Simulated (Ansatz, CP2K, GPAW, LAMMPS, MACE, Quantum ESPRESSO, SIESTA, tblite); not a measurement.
# Forces in Cu22Zr78 (at. %) with crystalline order left by the classical run (65 atoms), program by program

One geometry of Cu22Zr78 (at. %) with crystalline order left by the classical run (65 atoms) is solved by several programs and methods. How far do their forces lie from a plane-wave PBE run?

Results are calculated, not measured.

In doubt: a PseudoDojo file used here is known to give poor structures and forces (SIESTA), which bears on pressures, cells, forces and phonons.

## Step 1: The cell

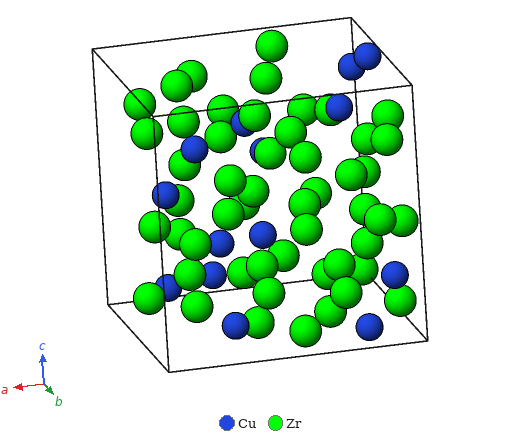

The cell (copper blue, zirconium green).

The cell holds 65 atoms (14 Cu and 51 Zr), with edges of 11.10, 11.10 and 11.10 Å. Recipe: 65 atoms (14 Cu, 51 Zr) placed at random at 6.15 g/cm³, melted at 2200 K for 10 ps at fixed volume with the Finnis-Sinclair Cu-Zr potential (Mendelev, file CuZr_mm.eam.fs of the LAMMPS distribution). Quenched from 2200 K to 300 K at 3 K/ps and zero pressure, held 5 ps, then minimised at fixed cell. The density is 6.73 g/cm³.

## Step 2: The reference input

Quantum ESPRESSO 7.5: Kohn-Sham DFT, PBE, SSSP efficiency 1.3.0 pseudopotentials, plane waves. Its input, pw.in:

```
&control
  calculation = 'scf'
  pseudo_dir = './pseudo'
  outdir = './tmp'
  disk_io = 'none'
  tprnfor = .true.
  tstress = .true.
/
&system
  ibrav = 0
  nat = 65
  ntyp = 2
  ecutwfc = 60
  ecutrho = 480
  nosym = .true.
  occupations = 'smearing'
  smearing = 'fd'
  degauss = 0.003675
/
&electrons
  conv_thr = 3.3e-07
  electron_maxstep = 100
  mixing_beta = 0.2
  mixing_mode = 'local-TF'
  diagonalization = 'david'
/
ATOMIC_SPECIES
Cu 63.546 Cu.upf
Zr 91.224 Zr.upf
CELL_PARAMETERS angstrom
11.10125 0.00000 0.00000
0.00000 11.10125 0.00000
0.00000 0.00000 11.10125
ATOMIC_POSITIONS crystal
Cu 0.67206 0.72032 0.06804
Cu 0.76895 0.63071 0.74615
Cu 0.60178 0.97438 0.48174
Cu 0.66798 0.35542 0.16846
[... 59 atom lines left out ...]
Zr 0.38192 0.56568 0.74841
Zr 0.00703 0.18735 0.57619
K_POINTS gamma
```

```console
$ OMP_NUM_THREADS=1 mpirun -np 4 pw.x -in pw.in > output.txt
```

It took 7.1 min on 4 MPI ranks of Arm Neoverse V1, shared host; peak memory 5.6 GiB; 28 min of CPU time.

It converged with an r.m.s. force component of 0.27 eV/Å and a pressure of -0.84 GPa.

## Step 3: What was run beside it

- CP2K 2026.2: Gaussian basis with GTH pseudopotentials and a plane-wave density; labels give functional, basis (MOLOPT sets; SR short-range, UZH the newer set with its own potentials), grid cutoff/relative cutoff and solver (OT: orbital transformation; TRS4, TC2, SIGN: linear-scaling purification with its sparsity filter), or its built-in tight binding.
- MACE: machine-learned potential, published weights.
- SIESTA 5.4.2: numerical atomic orbitals, whose automatically made sets are far from complete, with PseudoDojo norm-conserving potentials that we converted to its format (checked against plane waves on the same files for H, C, O, Si, Ge and Ca alone); labels give functional, basis size, energy shift and mesh cutoff.

All use the same cell and atoms, and the electronic-structure runs the same k-mesh.

## Step 4: Side by side

Differences are against the reference: forces as r.m.s. over components, share as that over the reference's r.m.s. force, slope as the fitted ratio of a run's forces to the reference's.

```
                                                           run  Δ force, r.m.s. (meV/Å)  share (%)  slope  Δ pressure (GPa)  cores  CPU time  memory (GiB)
                                                     reference                        -          -      -                 -      4    28 min           5.6
 CP2K PBE, DZVP-MOLOPT-SR, 560/50 Ry, diagonalisation (coarse)                     24.0       8.76  0.993             0.128      4    34 min           8.5
          CP2K PBE, DZVP-MOLOPT-SR, 800/50 Ry, diagonalisation                     21.1       7.71  0.994             0.128      2    29 min           6.5
                                   MACE MP-0b2 small potential                      226       82.3  0.463             -1.02      1     7.5 s          0.66
                                  MACE MP-0b3 medium potential                      209       76.3  0.402            0.0287      1     8.7 s          0.82
                                   MACE MPA-0 medium potential                      177       64.6  0.472            -0.106      1     8.7 s          0.83
                   SIESTA PBE, DZP, shift 0.01 Ry, mesh 500 Ry                     43.6       15.9  1.042             -1.76      2    19 min           2.7
          SIESTA PBE, SZP, shift 0.01 Ry, mesh 500 Ry (coarse)                     52.5       19.1  1.047            -0.590      2    14 min           2.3
SIESTA revPBE, PBE potentials, DZP, shift 0.01 Ry, mesh 500 Ry                     51.7       18.9  1.048            0.0978      2    19 min           2.7
```

Rows marked coarse were listed beforehand as settings not expected to be converged; some can still land near the reference.

Times of the machine-learned potentials are mostly Python's start and the loading of weights.

Runs without a result: tblite GFN1-xTB (not converged); CP2K GFN1-xTB, diagonalisation (not converged); GPAW PBE, LCAO dzp, h 0.2 Å (cut off at its time limit); GPAW RPBE, LCAO dzp, h 0.2 Å (cut off at its time limit); GPAW PBE, LCAO dzp, h 0.2 Å, other mixer settings (cut off at its time limit); GPAW PBE, LCAO sz(dzp), h 0.2 Å (cut off at its time limit).

CPU time is summed over cores on shared hosts, so it is rough.

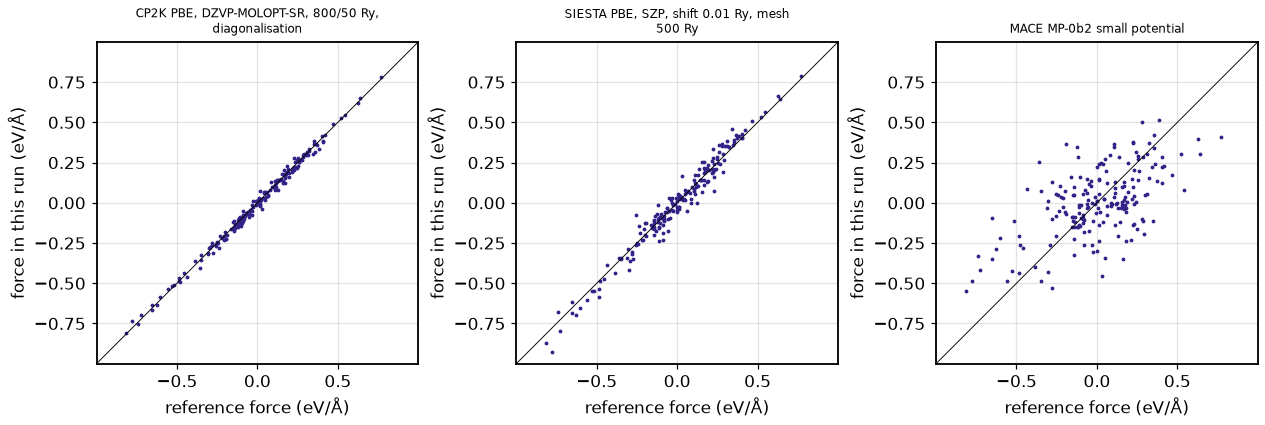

Force components against those of the reference; the line marks equality.

## Step 5: What came out

Forces lie from 7.7 % (CP2K PBE, DZVP-MOLOPT-SR, 800/50 Ry, diagonalisation) to 82 % (MACE MP-0b2 small potential) of the reference's r.m.s. force of 0.27 eV/Å away from it. The PBE runs in local orbitals, coarse settings apart, differ by 7.7 % (CP2K PBE, DZVP-MOLOPT-SR, 800/50 Ry, diagonalisation) to 16 % (SIESTA PBE, DZP, shift 0.01 Ry, mesh 500 Ry); basis, grid and potentials can all enter. Machine-learned potentials differ by 65 % (MACE MPA-0 medium potential) to 82 % (MACE MP-0b2 small potential); they were trained on other programs' data. Among those trained on PBE data the slope goes as low as 0.40, with a correlation of 0.65, so directions differ as well as sizes. Rows with another functional or a dispersion term differ by 19 % (SIESTA revPBE, PBE potentials, DZP, shift 0.01 Ry, mesh 500 Ry), which mixes the change of model with differences of basis and potentials, some of them made for another functional.

Runs with settings chosen to be coarse differ by 8.8 % (CP2K PBE, DZVP-MOLOPT-SR, 560/50 Ry, diagonalisation) to 19 % (SIESTA PBE, SZP, shift 0.01 Ry, mesh 500 Ry), their programs' other errors included. From CP2K PBE, DZVP-MOLOPT-SR, 560/50 Ry, diagonalisation to the finer CP2K PBE, DZVP-MOLOPT-SR, 800/50 Ry, diagonalisation the share falls from 8.8 to 7.7 %. Pressures at PBE, coarse settings apart, lie -1.76 to +0.13 GPa from the reference's.

**Limits.** The potentials hold different valence shells: 766 electrons in the reference, 878 in SIESTA; this bears on time and differences. The reference's pressure holds the uncorrected Pulay stress of its 60 Ry basis, so small pressure differences may be the reference's own error. A potential file of the SIESTA runs is in doubt, which bears on their forces and pressure. Machine-learned potentials mimic data converged in k, so the reference's own k-point error enters their differences. The quench rate of 3 K/ps is many orders above laboratory rates, so the cell is likely richer in defects and strain than a real sample. The network of bonds at the start is that of the classical potential that made the cell, and needn't be the one that DFT or experiment would give. The electronic-structure runs sample only Γ, in a cell whose shortest periodic width is 11 Å, which is coarse for a cell with partly filled levels. The reference has no spin polarisation, so local moments can't form. Where levels are smeared, the DFT runs use Fermi–Dirac occupations at 580 K (0.05 eV), and energies are free energies. The reference's cutoffs and mesh weren't converged further here.

[Logs are printed without paths, hosts, clocks, repeated set-up lines and the standing remarks that a program may print on its own settings, such as how far it seeks lower states.]

[Hosts, paths, dates, database ids (printed as entryN), source tags and the programs' standing remarks are cut or masked in the printed files.]

[Cells were taken only where this reference lay near another plane-wave run.]
